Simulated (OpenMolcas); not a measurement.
**One shape, several levels: triplet AlNH4O2**

Aim: a comparison of 6 runs (UHF/3-21G, UB3LYP/6-31G*, UBHLYP/6-311+G**, UBLYP/6-311+G**, UPBE/6-311+G**, ROMP2/6-311+G**) of triplet AlNH4O2. 

The calculation is run with OpenMolcas 26.06.

## Step 1: Starting point

AlNH4O2 has 8 atoms, charge 0, and is taken as a triplet. SMILES of the parent species: `[NH2][Al]([OH])[OH]`. The shape is that of a PBE0-D4/def2-TZVP optimisation. This is one conformer, not always the lowest. That shape belongs to the parent species and isn't relaxed for this state.

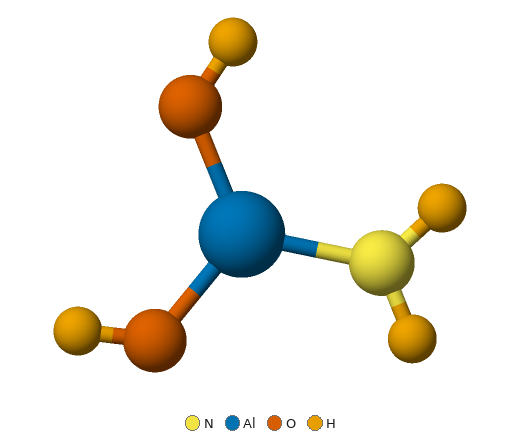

The structure, seen from a chosen angle (nitrogen yellow, aluminium blue, oxygen orange, hydrogen amber).

## Step 2: The energy at UHF/3-21G (run 1)

mol.input reads:

```
>>> EXPORT MOLCAS_PRINT=2

&gateway
  baslib=$CurrDir
  coord
  8
  angstrom
  N       -0.453400       1.370900       0.159000
  Al       0.021900      -0.314300      -0.015200
  O        1.569400      -0.806100      -0.500900
  O       -1.140100      -1.496100       0.324200
  H        0.132800       2.170000      -0.009000
  H       -1.372600       1.662000       0.447700
  H        2.287000      -0.213800      -0.712700
  H       -0.952800      -2.429800       0.251200
  basis=3-21G
  group=NoSym

&seward

&scf
  uhf
  spin=3
  thresholds=1e-10 1e-07 1e-07 1e-05
  prorbitals=1 2
```

The basis set 3-21G is read from a file made from the Basis Set Exchange's data (not shown).

The run is started by

```console
$ export MOLCAS_MEM=1860
$ pymolcas mol.input > mol.log
```

What it wrote:

```text
--- Start Module: gateway ---
[...]
--- Stop Module: gateway /rc=_RC_ALL_IS_WELL_ ---
--- Start Module: seward ---
[...]
      Basis functions           48
--- Stop Module: seward /rc=_RC_ALL_IS_WELL_ ---
[...]
--- Start Module: scf ---
[...]
       Convergence after  21 Iterations
[...]
::    Total SCF energy                               -445.9158585990
[...]
      Total spin, S                                     1.0025791009
[...]
      Total electronic charge=   40.000000
      Total            charge=   -0.000000
[...]
      Dipole Moment (debye):
      Origin of the operator (angstrom)=    0.0156   -0.3235   -0.0134
                   X= -6.6251E-01               Y=  4.1872E+00               Z=  2.7268E-01           Total=  4.2480E+00
      Quadrupole Moment (debye*angstrom):
[...]
--- Stop Module: scf /rc=_RC_ALL_IS_WELL_ ---
[...]
```

It took 3.6 s on 1 thread of Intel Xeon Platinum 8259CL at 2.50GHz (Skylake/Cascade Lake), shared host; peak memory 0.38 GiB.

## Step 3: The energy at UB3LYP/6-31G(d) (spherical functions) (run 2)

job.inp reads:

```
* AlH4NO2 Kohn-Sham DFT

&GATEWAY
 BasLib=$CurrDir
 BasisSet
 N.6-31Gs....
 N1 -0.453400 1.370900 0.159000 angstrom
 End of Basis
 BasisSet
 Al.6-31Gs....
 Al2 0.021900 -0.314300 -0.015200 angstrom
 End of Basis
 BasisSet
 O.6-31Gs....
 O3 1.569400 -0.806100 -0.500900 angstrom
 O4 -1.140100 -1.496100 0.324200 angstrom
 End of Basis
 BasisSet
 H.6-31Gs....
 H5 0.132800 2.170000 -0.009000 angstrom
 H6 -1.372600 1.662000 0.447700 angstrom
 H7 2.287000 -0.213800 -0.712700 angstrom
 H8 -0.952800 -2.429800 0.251200 angstrom
 End of Basis

&SEWARD
 GridInput
 Grid=UltraFine
 End of Grid

&SCF
 UHF
 Spin=3
 KSDFT=B3LYP
 Thresholds=1e-10 1e-07 1e-07 1e-05
 PrOrbitals=1 1
```

The basis set 6-31G* is read from a file made from the Basis Set Exchange's data (not shown).

The run is started by

```console
$ export MOLCAS_MEM=1860
$ pymolcas job.inp > job.log
```

What it wrote:

```text
--- Start Module: gateway ---
[...]
--- Stop Module: gateway /rc=_RC_ALL_IS_WELL_ ---
--- Start Module: seward ---
[...]
      Basis functions           68
--- Stop Module: seward /rc=_RC_ALL_IS_WELL_ ---
[...]
--- Start Module: scf ---
[...]
       Convergence after  27 Iterations
[...]
::    Total KS-DFT energy                            -449.9611180887
[...]
      Total spin, S                                     1.0009977963
[...]
      Total electronic charge=   40.000000
      Total            charge=   -0.000000
[...]
      Dipole Moment (debye):
      Origin of the operator (angstrom)=    0.0156   -0.3235   -0.0134
                   X= -2.0317E-01               Y=  3.1796E+00               Z=  1.1471E-01           Total=  3.1882E+00
      Quadrupole Moment (debye*angstrom):
[...]
--- Stop Module: scf /rc=_RC_ALL_IS_WELL_ ---
[...]
```

Wall time 53 s (1 thread of Intel Xeon Platinum 8259CL at 2.50GHz (Skylake/Cascade Lake), shared host); peak memory 0.41 GiB.

Runs 3 to 4 aren't shown in full; the table further down has their settings and results.

## Step 4: A single-point energy at UPBE/6-311+G(d,p) (run 5)

test.input reads:

```
&GATEWAY
BasLib = $CurrDir
Coord
8
bohr
N     -0.85680182     2.59062554     0.30046645
Al     0.04138500    -0.59394092    -0.02872384
O      2.96573618    -1.52330823    -0.94656382
O     -2.15447675    -2.82721926     0.61264921
H      0.25095563     4.10070569    -0.01700754
H     -2.59383808     3.14072482     0.84603039
H      4.32180365    -0.40402345    -1.34680781
H     -1.80053105    -4.59165654     0.47469920
Basis = 6-311pGss
Group = NoSym
&SEWARD
GridInput
Grid=UltraFine
End of Grid
&SCF
UHF
Spin = 3
KSDFT = PBE
Thresholds = 1e-10 1e-07 1e-07 1e-05
PrOrbitals = 1 1
```

The basis set 6-311+G** is read from a file made from the Basis Set Exchange's data (not shown).

The run is started by

```console
$ export MOLCAS_MEM=1860
$ pymolcas test.input > test.log
```

What it wrote:

```text
--- Start Module: gateway ---
[...]
--- Stop Module: gateway /rc=_RC_ALL_IS_WELL_ ---
--- Start Module: seward ---
[...]
      Basis functions          120
--- Stop Module: seward /rc=_RC_ALL_IS_WELL_ ---
[...]
--- Start Module: scf ---
[...]
       Convergence after  37 Iterations
[...]
::    Total KS-DFT energy                            -449.7143495784
[...]
      Total spin, S                                     1.0006398101
[...]
      Total electronic charge=   40.000000
      Total            charge=   -0.000000
[...]
      Dipole Moment (debye):
      Origin of the operator (angstrom)=    0.0156   -0.3235   -0.0134
                   X= -2.0273E-01               Y=  2.0388E+00               Z=  9.5881E-02           Total=  2.0511E+00
      Quadrupole Moment (debye*angstrom):
[...]
--- Stop Module: scf /rc=_RC_ALL_IS_WELL_ ---
[...]
```

Wall time 2.7 min (1 thread of Intel Xeon Platinum 8259CL at 2.50GHz (Skylake/Cascade Lake), shared host); peak memory 0.76 GiB.

## Step 5: A single-point energy at ROMP2/6-311+G(d,p) (run 6)

job.input reads:

```
* AlH4NO2 ROMP2
&GATEWAY
BasLib
$CurrDir
BasisSet
N.6-311pGss....
N1 -0.453400 1.370900 0.159000 angstrom
End of Basis
BasisSet
Al.6-311pGss....
Al2 0.021900 -0.314300 -0.015200 angstrom
End of Basis
BasisSet
O.6-311pGss....
O3 1.569400 -0.806100 -0.500900 angstrom
O4 -1.140100 -1.496100 0.324200 angstrom
End of Basis
BasisSet
H.6-311pGss....
H5 0.132800 2.170000 -0.009000 angstrom
H6 -1.372600 1.662000 0.447700 angstrom
H7 2.287000 -0.213800 -0.712700 angstrom
H8 -0.952800 -2.429800 0.251200 angstrom
End of Basis
&SEWARD
&SCF
UHF
Spin
3
Thresholds
1e-10 1e-07 1e-07 1e-05
PrOrbitals
1 1
&RASSCF
FileOrb
$Project.UnaOrb
Spin
3
Nactel
2 0 0
Inactive
19
Ras2
2
OutOrbitals
Canonical
OrbListing
Nothing
&CASPT2
IPEA
0.0
Frozen
8
```

The basis set 6-311+G** is read from a file made from the Basis Set Exchange's data (not shown).

The run is started by

```console
$ export MOLCAS_MEM=1860
$ pymolcas job.input > job.log
```

What it wrote:

```text
--- Start Module: gateway ---
[...]
--- Stop Module: gateway /rc=_RC_ALL_IS_WELL_ ---
[...]
      Basis functions          120
[...]
       Convergence after  23 Iterations
[...]
::    Total SCF energy                               -448.4784622104
[...]
      Total spin, S                                     1.0026403020
[...]
--- Start Module: rasscf ---
[...]
      Number of active orbitals                  2
[...]
      Spin quantum number                      1.0
[...]
      Active orbitals                            2
[...]
      Number of CSFs                             1
[...]
      Number of root(s) required                 1
[...]
      Convergence after 12 iterations
[...]
      printout of CI-coefficients larger than  0.05 for root  1
      energy=    -448.473806
      conf/sym  11     Coeff  Weight
             1  uu   1.00000 1.00000
      Natural orbitals and occupation numbers for root  1
      sym 1:   1.000000   1.000000
      ************************************************************************************************************************
      *                                                    Final results                                                     *
[...]
::    RASSCF root number  1 Total energy:   -448.47380592
[...]
      Total electronic charge=   40.000000
      Total            charge=   -0.000000
[...]
      Dipole Moment (debye):
      Origin of the operator (angstrom)=    0.0156   -0.3235   -0.0134
                   X= -4.4246E-01               Y=  1.1931E+00               Z=  1.5584E-01           Total=  1.2820E+00
      Quadrupole Moment (debye*angstrom):
[...]
--- Stop Module: rasscf /rc=_RC_ALL_IS_WELL_ ---
[...]
--- Start Module: caspt2 ---
[...]
 ###    WARNING: User changed nr of frozen orbitals.                         ###
 ###############################################################################
[...]
      E2 (Variational):          -0.6388813692
      Total energy:            -449.1126872898
[...]
      Reference weight:           0.84517
[...]
::    CASPT2 Root  1     Total energy:   -449.11268729
[...]
--- Stop Module: caspt2 /rc=_RC_ALL_IS_WELL_ ---
[...]
```

Run time: 59 s. Hardware: 1 thread of Intel Xeon Platinum 8259CL at 2.50GHz (Skylake/Cascade Lake), shared host; peak memory 0.76 GiB.

## Step 6: Overview of the runs

```tsv
run	level	integration grid	frozen core orbitals	energy (Eh)	dipole moment (D)	HOMO energy (eV)	⟨S²⟩	wall time
1	UHF/3-21G	–	–	-445.915859	4.25	-3.12	2.008	3.6 s
2	UB3LYP/6-31G* (spherical functions)	UltraFine	–	-449.961118	3.19	-2.14	2.003	53 s
3	UBHLYP/6-311+G**	UltraFine	–	-449.965926	2.22	-3.48	2.004	1.8 min
4	UBLYP/6-311+G**	UltraFine	–	-450.047183	1.89	-2.36	2.003	2.7 min
5	UPBE/6-311+G**	UltraFine	–	-449.714350	2.05	-2.48	2.002	2.7 min
6	ROMP2/6-311+G**	–	8	-449.112687	–	–	–	59 s
```

## Step 7: Summary of results

```
           quantity          value
run 6: total energy  -449.11269 Eh
```

Over runs 1, 2, 3, 4, 5 the dipole moment (its size) runs from 1.89 D (UBLYP/6-311+G**) to 4.25 D (UHF/3-21G). The two ends differ in method and basis. Totals of different functionals can't be ranked against each other. All runs together took 9 min, the longest 2.7 min.
